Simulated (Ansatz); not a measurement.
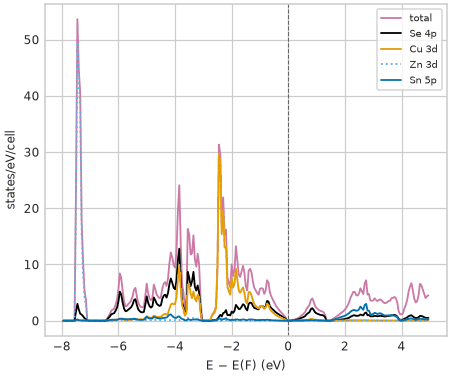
*Total and projected density of states of ZnCu$_{2}$SnSe$_{4}$ in space group I-4 (No. 82; Pearson symbol tI16), plane-wave PAW LDA (Ansatz code)*

Which orbitals carry the states next to the Fermi level?

Within 0.5 eV of the Fermi level: Se 4p 56 %, Cu 3d 31 %. Projections are on Löwdin-orthogonalised atomic valence shells; empty p or d shells of many metals are not among them.

Where is the tallest occupied peak in this window, and what makes it?

Near -7.4 eV, about 54 states/eV per cell; the largest projected share is Zn 3d.

The LDA relaxation kept the symmetry of its start. No spin polarisation was allowed. Scalar-relativistic: spin–orbit coupling is off unless named, which matters more the heavier the elements.

Potentials: the later of the program's two PAW sets.
